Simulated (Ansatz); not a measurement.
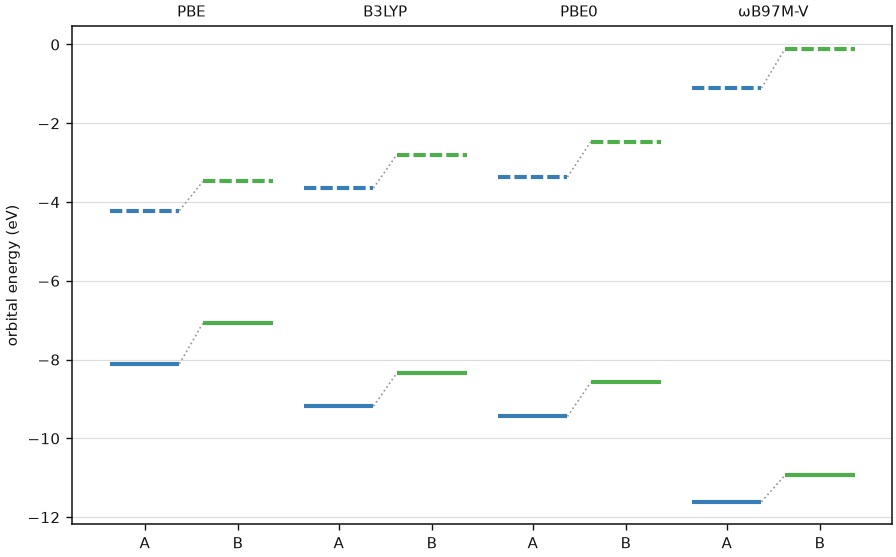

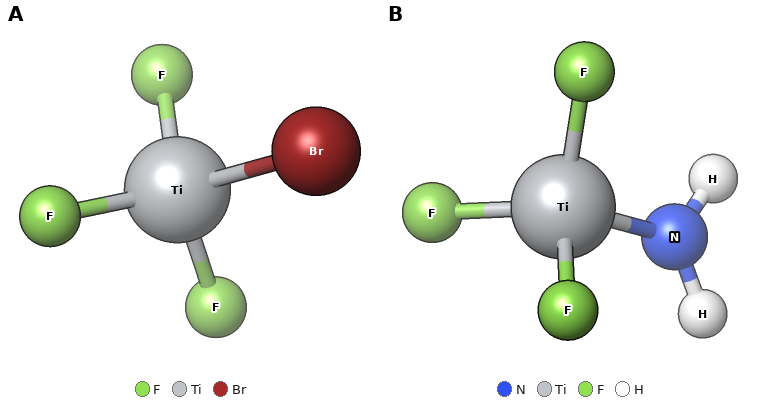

One change: A, TiBrF₃ (SMILES [F][Ti]([F])([F])[Br]), becomes B, TiNH₂F₃ (SMILES [NH2][Ti]([F])([F])[F]). Br on Ti is replaced by NH₂. HOMO (solid) and LUMO (dashed) computed in def2-TZVPP at PBE0-D4/def2-TZVP geometries, both minima by their frequencies, gas phase, the Ansatz code 0.2.0.

Q: What does the change do to HOMO and LUMO?

A: PBE: the HOMO rises by 1.03 eV, the LUMO rises by 0.74 eV, and the separation goes from 3.89 to 3.60 eV. B3LYP: the HOMO rises by 0.84 eV, the LUMO rises by 0.85 eV, and the separation goes from 5.54 to 5.55 eV. PBE0: the HOMO rises by 0.87 eV, the LUMO rises by 0.90 eV, and the separation goes from 6.08 to 6.11 eV. ωB97M-V: the HOMO rises by 0.67 eV, the LUMO rises by 0.99 eV, and the separation goes from 10.50 to 10.83 eV.

Q: Do the functionals agree on the effect?

A: They agree on the direction for both levels; the HOMO shift lies between 0.67 and 1.03 eV and the LUMO shift between 0.74 and 0.99 eV, while the separations themselves differ by up to 7.2 eV between functionals.
